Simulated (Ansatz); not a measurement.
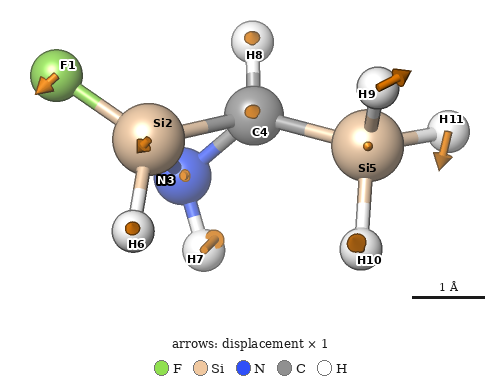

This is a relaxation of CH6FNSi2 (coarse preliminary run). The starting structure is drawn; orange arrows show the displacements, at their true length. The two geometries are superimposed by the best rigid fit.

Style: ball-and-stick. Shown at a tilt.

The start comes from a force field.

Theory: RKS PBE-D4/def2-SVP (Ansatz).

The input:
```yaml
crystal:
  periodic: [false, false, false]
  atoms:
    - {symbol: F, position_ang: [-1.521300, -0.489100, 2.454900]}
    - {symbol: Si, position_ang: [-0.500900, 0.172600, 1.441600]}
    - {symbol: N, position_ang: [0.421700, -1.125800, 0.895600]}
    - {symbol: C, position_ang: [-0.309100, -0.668200, -0.186600]}
    - {symbol: Si, position_ang: [0.189000, 0.496900, -1.517200]}
    - {symbol: H, position_ang: [0.512500, 1.103100, 2.022000]}
    - {symbol: H, position_ang: [1.446700, -0.808800, 0.840400]}
    - {symbol: H, position_ang: [-1.196500, -1.277700, -0.441500]}
    - {symbol: H, position_ang: [-0.835500, 1.572200, -1.664000]}
    - {symbol: H, position_ang: [1.452000, 1.169600, -1.063300]}
    - {symbol: H, position_ang: [0.406800, -0.201800, -2.761300]}
basis:
  gaussian: {orbitals: def2-SVP}
hamiltonian: {xc: pbe, dispersion: d4}
relax: {f_tol: 0.03, max_steps: 200}
```

Command:
```bash
ansatz run in.yaml --threads 4 --pin off --events-out ev --progress --plain --max-ram 10444MiB
```

Which element moves most?

Answer. Hydrogen: up to 0.73 Å, against 0.42 Å for fluorine.

What happened in the run?

Answer. After 9 accepted moves (10 points after the start) the energy has fallen by 24.8 kcal/mol. Largest force component: 5.4 eV/Å at the start, 0.027 eV/Å at the end. The line search rejected the trial step at point 5 of the run. The largest move after the best rigid fit is that of H7, 0.73 Å. By element the largest moves are H 0.73 Å, F 0.42 Å, Si 0.30 Å, C 0.27 Å, N 0.17 Å. Near-neighbour distances that change, for instance: N3–C4 1.384 → 1.526 Å, Si5–H11 1.443 → 1.510 Å, C4–Si5 1.837 → 1.887 Å, N3–H7 1.074 → 1.024 Å. Bond angles that change, for instance: Si2–N3–H7 108.2° → 134.6°, N3–Si2–H6 103.6° → 124.8°, F1–Si2–N3 103.8° → 116.8°. Groups turn about C4–Si5 by about 35°. The run took 16 s on 4 threads of Arm Neoverse V2, with other jobs on the host.
